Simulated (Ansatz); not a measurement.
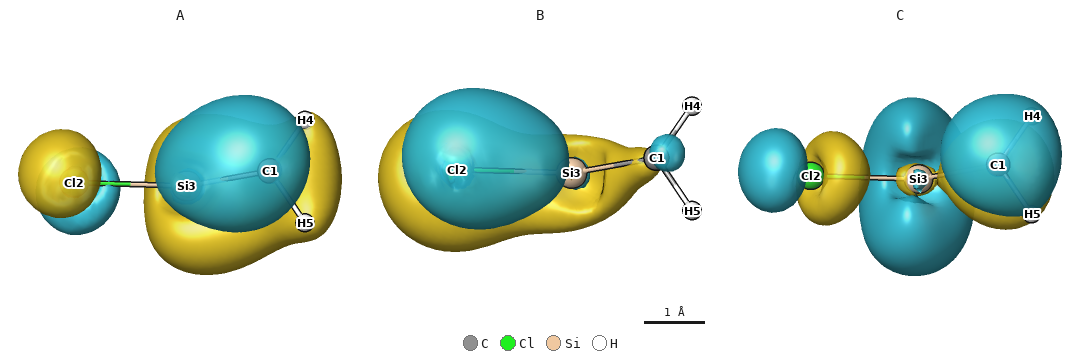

The picture shows: CH2ClSi (SMILES C=[Si+]Cl) (charge +1). Three frontier orbitals at ±0.1 Å⁻³ᐟ² (yellow and cyan are the two phases), in no order.

Geometry: r2SCAN-D4/def2-TZVP.

The calculation used isolated molecule in a Gaussian basis; Kohn-Sham density functional theory, functional PBE0 in Ansatz 0.2.0.

Input

```
crystal:
  periodic: [false, false, false]
  atoms:
    - {symbol: C, position_ang: [-1.082190, -1.032601, -0.536914]}
    - {symbol: Cl, position_ang: [1.067528, -1.881325, 2.030816]}
    - {symbol: Si, position_ang: [-0.538882, -1.766922, 0.926971]}
    - {symbol: H, position_ang: [-1.831019, -0.241391, -0.426946]}
    - {symbol: H, position_ang: [-1.290815, -1.715646, -1.366842]}
basis:
  gaussian: {orbitals: def2-TZVPD}
output: {forces: true, orbitals: {seedname: orbitals}}
hamiltonian: {xc: {name: PBE0}}
total_charge: 1
```

Command:

```sh
ansatz run input.yaml --threads 2 --pin off --max-ram 4350MiB --events-out events.jsonl --progress --plain --runs-dir runs
```

Q: Which picture is the HOMO−1, the HOMO and the LUMO?

A: B is the HOMO−1 (−16.69 eV). Its weight (Hirshfeld) is mainly on Cl2 (about 80 %) and Si3 (about 15 %). A is the HOMO (−13.58 eV). It lies mainly on C1 (about 45 %), Si3 (about 40 %) and Cl2 (about 10 %). C is the LUMO (−9.65 eV). It lies mainly on Si3 (about 45 %), C1 (about 35 %) and Cl2 (about 15 %).

Q: What is the HOMO–LUMO gap?

A: 3.93 eV between the orbital energies.
